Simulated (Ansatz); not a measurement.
```xyz
9

Ge    0.4453   -0.5050   -0.7032
H    -1.2167   -0.4554    3.3810
H     1.1616   -0.7016   -2.0382
H     0.3822    0.9451   -0.2279
O    -1.1587   -1.1772   -0.9496
H    -1.7477   -1.1413   -0.2112
O     1.2522   -1.3682    0.5982
H     1.4077   -2.2901    0.4602
H    -0.6209   -0.6700    3.0118
```

The calculation used RHF/def2-mTZVP in Ansatz 0.2.0.

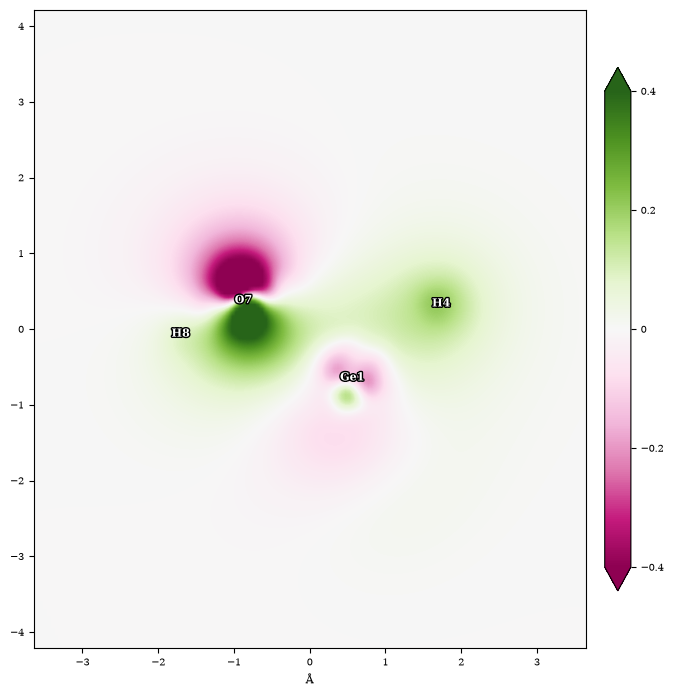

GeH$_{4}$O$_{2}$···H$_{2}$. The HOMO−1 on the plane of atoms H4, Ge1 and O7 (values in Å⁻³ᐟ²; the overall sign is arbitrary).

What is the character of this orbital?

It lies mainly on O7 (about 45 %), O5 (about 40 %) and Ge1 (about 10 %); largely a combination of lone pairs on O7 and O5. Its energy is −13.34 eV.
